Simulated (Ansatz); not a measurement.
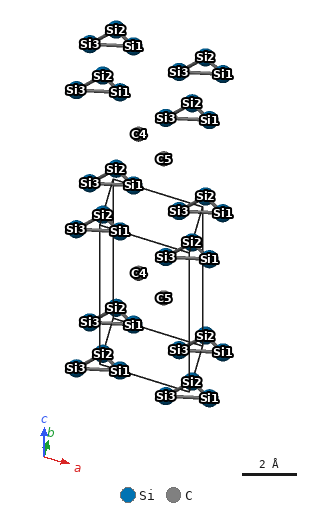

A crystal of Si$_{3}$C$_{2}$ (a generated structure, set up in P-62m) (coarse preliminary run), before the relaxation. A ball-and-stick model of the cell of the calculation, repeated 1 × 1 × 2 with one cell outlined, seen from a free direction.

All numbers below come from Ansatz, DFT PBE, scalar-relativistic, plane waves, PAW.

Input file:
```yaml
crystal:
  lattice:
    - [4.14517211, 0.0, 0.0]
    - [-2.07258605, 3.58982435, 0.0]
    - [0.0, 0.0, 5.67014182]
  atoms:
    - { symbol: Si, position: [0.22739241, 0.0, 0.0] }
    - { symbol: Si, position: [0.0, 0.22739241, 0.0] }
    - { symbol: Si, position: [0.77260759, 0.77260759, 0.0] }
    - { symbol: C, position: [0.33333333, 0.66666667, 0.5] }
    - { symbol: C, position: [0.66666667, 0.33333333, 0.5] }
basis:
  ecutwfc: 420
kpoints:
  mp_grid: { grid: [6, 6, 4] }
hamiltonian:
  xc: pbe
scf:
  occupations: { method: gaussian, width: 0.1 }
  lower_state_search: "off"
output:
  forces: true
  stress: true
  eigenvalues: true
relax:
  adjacent_minimum: "off"
  f_tol: 0.04
  max_steps: 70
  cell: { stress_tol: 0.4 }
```

Command:
```bash
ansatz run input.yaml --threads 1 --pin off --max-ram 2560MiB --backend cpu --events-out ev --progress --plain --runs-dir out
```

What does the optimiser find from here?

Answer. The largest moves relative to the cell, 0.63 Å, are those of Si1, Si2 and Si3. Si3 goes along [−1 −1 0]. C stays in place. The volume changes by −35.8 %, with a = b 4.145 → 4.756 Å (+14.7 %), c 5.670 → 2.764 Å (−51.3 %). Near-neighbour distances that change, for instance: Si1–Si1 5.670 → 2.764 Å, Si1–Si2 1.633 → 2.958 Å, Si1–C4 3.278 → 2.060 Å, Si1–Si2 (another image) 2.851 → 2.647 Å. New bonds form: Si1–C4 (3.28 → 2.06 Å), Si1–C5 (3.28 → 2.06 Å), Si2–C4 (3.28 → 2.06 Å), Si2–C5 (3.28 → 2.06 Å). Bonds break: Si1–Si2 (1.63 → 2.96 Å), Si1–Si3 (1.63 → 2.96 Å), Si2–Si3 (1.63 → 2.96 Å). The space group stays P-62m (No. 189). Over 17 accepted moves (19 points after the start) the energy falls by 4999 meV per atom. Largest force component: 43 eV/Å at the start, 0.0093 eV/Å at the end. The pressure goes from 59.54 to −0.06 GPa. The SCF was repeated twice at an unchanged geometry on a basis and grid sized afresh for the cell, which shifted the energy by 8.7 meV per atom at most. The run took 100 s on 1 thread of Arm Neoverse N1, with other jobs on the host, peak memory 0.38 GiB.

Final geometry:

```xyz
5
Lattice="4.7565 0.0000 0.0000 -2.3782 4.1192 0.0000 0.0000 0.0000 2.7635" Properties=species:S:1:pos:R:3 pbc="T T T"
Si    1.7077    0.0000    0.0000
Si   -0.8538    1.4789    0.0000
Si    1.5244    2.6404    0.0000
C     0.0000    2.7462    1.3818
C     2.3782    1.3731    1.3818
```

The end point in the same view:

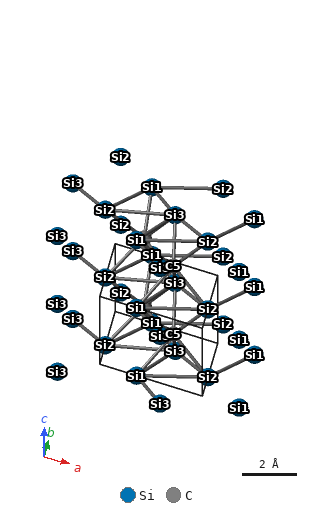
